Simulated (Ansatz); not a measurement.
Formation energy of the localised charge states of O vacancy + O vacancy in alpha quartz (start: the O site; O 2.63 Å away; 243-site cell, Γ-point sampling) against the Fermi level, O-rich (Δμ(O) = 0.00 eV; only phases computed here count, gases as isolated molecules at 0 K). The numbers are results of PBE, PAW (plane waves to 420 eV; Ansatz, a quantum-chemistry and plane-wave program), not measurements.

Charges with a result: +2, +1, 0. Others weren't obtained, and one of them could lie lower, also by skipping a charge.

Details: 243-site cell; Γ-point k-points; host gap 5.68 eV; charged states image-corrected; finite-size errors of tenths of an eV; flagged in the runs: a doubtful potential alignment, a host whose relaxation on this sampling wasn't shown to rest, a strain field that reaches the edge of the cell, zone-centre sampling.

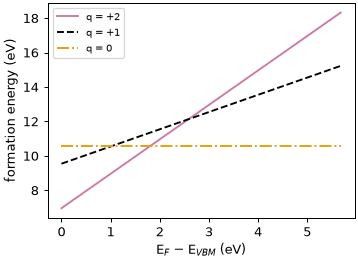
Formation energy of each charge state against the Fermi level

Crossings of the lowest lines: (+2/0) at 1.80 eV. At the valence-band maximum: q = +2: 6.96 eV; q = +1: 9.55 eV; q = 0: 10.55 eV.
